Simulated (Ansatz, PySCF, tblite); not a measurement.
Breaking a bond: SMILES C[SiH3] (CH6Si). The C2–H8 bond (C2 also carries H, H, Si; H8 carries nothing else) is stretched with both fragments frozen at the PBE0/def2-TZVP optimised geometry.

```
8

Si    -1.4897    -0.9166    -0.6647
C      0.0000     0.0000     0.0000
H     -1.4879    -2.3308    -0.2012
H     -1.4878    -0.9155    -2.1529
H     -2.7512    -0.2775    -0.2013
H      0.0000     1.0381    -0.3393
H      0.9267    -0.4679    -0.3393
H      0.0000     0.0000     1.0922
```

Methods: UKS-M06-2X/6-31G* = unrestricted M06-2X/6-31G*, spherical d run with PySCF 2.14.0; GFN2-xTB, 300 K electronic temperature (tblite); UCCSD = CCSD on UHF/cc-pVDZ, frozen core (Ansatz, a first-principles code); UMP2 = MP2 on UHF/cc-pVDZ, frozen core (Ansatz).

Energies are in kcal/mol, each relative to the lowest point of its own curve near equilibrium.

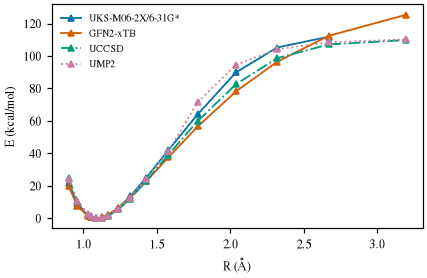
Energy against bond length for each method.

```tsv
R / Å	UKS-M06-2X/6-31G*	GFN2-xTB	UCCSD	UMP2
0.90	21.9	19.7	24.7	24.4
0.96	9.2	7.8	10.8	10.6
1.03	1.8	1.3	2.4	2.3
1.05	0.8	0.5	1.2	1.1
1.09	0.0	0.0	0.0	0.0
1.13	0.5	0.6	0.1	0.2
1.17	2.0	2.2	1.4	1.5
1.24	6.5	6.4	5.4	5.8
1.32	13.5	12.8	12.1	12.7
1.43	25.0	22.8	23.1	24.2
1.58	42.0	37.6	39.2	41.3
1.78	64.1	56.6	60.0	71.7
2.04	89.9	78.2	82.6	94.6
2.32	105.2	96.4	98.6	104.2
2.67	111.8	112.4	107.1	108.4
3.20	—	125.5	109.8	110.2
```

At the longest distance, 3.20 Å, GFN2-xTB lies highest above its minimum (125.5 kcal/mol) and UCCSD lowest (109.8 kcal/mol).

A dash means that the run gave no value there, or that the column was ended at a point which the program doubted or which failed a test of continuity chosen for this set; such a test can also cut sound points.

The unrestricted solution behind UKS-M06-2X/6-31G* changes between 2.67 and 3.20 Å, which can leave a kink. The unrestricted determinant behind UKS-M06-2X/6-31G* is spin-contaminated at 2.32 to 2.67 Å (<S²> up to 0.9, against 0.00 for a pure singlet). The unrestricted determinant behind UCCSD, UMP2 is spin-contaminated at 1.78 to 3.20 Å (<S²> up to 1.0, against 0.00 for a pure singlet).
